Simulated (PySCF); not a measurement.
CuI$_{2}$, doublet.

Level of theory: PBE0/def2-TZVP (PySCF), at a geometry from GFN2-xTB. Core potentials replace the inner electrons of I; spin–orbit coupling isn't included. This is a single-reference result, which may miss multireference character in this system. No frequency check shows the geometry to be a minimum. The stability of the open-shell solution wasn't checked. GFN2-xTB bond lengths at metals and heavier atoms can be off by up to 0.1 Å and shapes distorted, which carries into these values. GFN2-xTB doesn't know the spin state, so this open-shell geometry is rough.

Geometry (Å), atoms numbered from 1:

```
Cu1     -0.0001   -0.0001    0.0000
I2      -2.5106    0.0000    0.0000
I3       2.5107    0.0000    0.0000
```

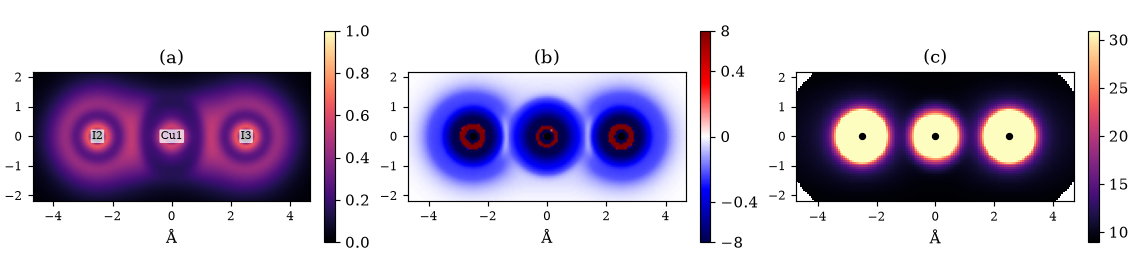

Three fields in the molecular plane. (b): red positive, blue negative.

### The panels show, in some order, the localised orbital locator (LOL), average local ionisation energy and negative Laplacian of the density (−∇²ρ). Which is which?

(a) is the localised orbital locator (LOL): it runs from 0 to 1, peaks where electrons are localised, as in bonds, and fades smoothly outside. (b) is the negative Laplacian of the density (−∇²ρ): shells alternate in sign around each nucleus and valence concentrations outline the bonding and non-bonding pairs. (c) is the average local ionisation energy: it is high near the heavier nuclei and lowest where loosely bound electrons reach out.
